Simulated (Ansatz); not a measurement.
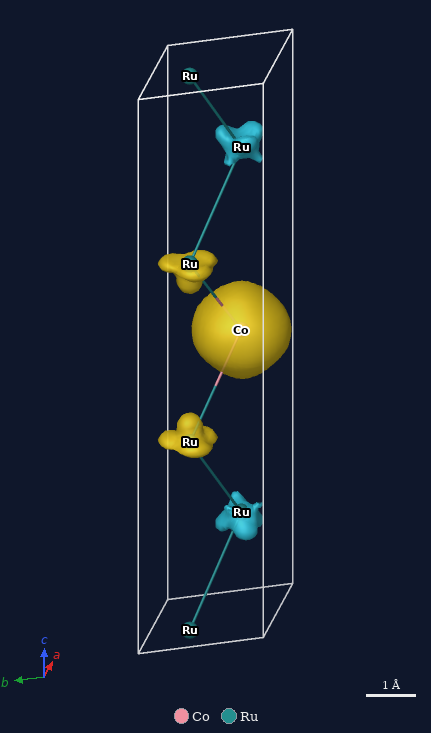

Figure. CoRu$_{5}$. Isosurfaces of the spin density at +0.02 (yellow) and −0.02 e/Å³ (cyan), seen at an oblique angle. Sticks mark near contacts.

Space group P-6m2; a structure generated by program, which may or may not match a known phase; spin-polarised.

Computed with DFT PBE, scalar-relativistic, plane waves, PAW in Ansatz.

Core electrons are frozen (PAW), and the valence fields are smoothed inside the atomic spheres.

### Describe the spin distribution.

The spin density sits on Co: +1.3 μB in one cell of 6 atoms: parallel main moments, as they must be, since the calculation's own cell holds one magnetic site. The cell of the calculation (6 atoms) carries 1.2 μB of net spin moment.
